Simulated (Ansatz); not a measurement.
Results of PBE (Ansatz, an electronic-structure program, plane waves, PAW) for zinc-blende BeSe.

Settings: plane-wave cutoff 520 eV, 12×12×12 k mesh, Fermi–Dirac smearing 0.01 eV, scalar-relativistic PAW data made under PBE.

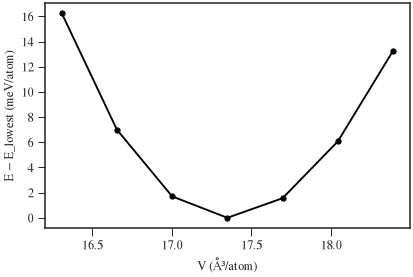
Figure: Total energy against volume

Question: From the curve, estimate the equilibrium volume and the bulk modulus.

Answer: V0 ≈ 17.4 Å³/atom and B0 ≈ 75 GPa; the fit gives V0 = 17.351 Å³/atom, B0 = 75.1 GPa, B′ = 3.9.

Measured, for comparison: bulk modulus 92.2 GPa (temperature not stated, not corrected to a static lattice; as tabulated in Inakpenu et al., APS March Meeting 2017, C27.9); equilibrium volume per atom 16.96 Å³/atom (temperature not stated, not corrected to a static lattice; as tabulated in Bernardini et al. (2000), arXiv:cond-mat/0007180). Computed (rounded) less measured: bulk modulus -19 %, equilibrium volume per atom +2.3 %.

Static lattice: no zero-point or thermal effects.

It cost about 40 core-seconds (a rough figure) of CPU time.
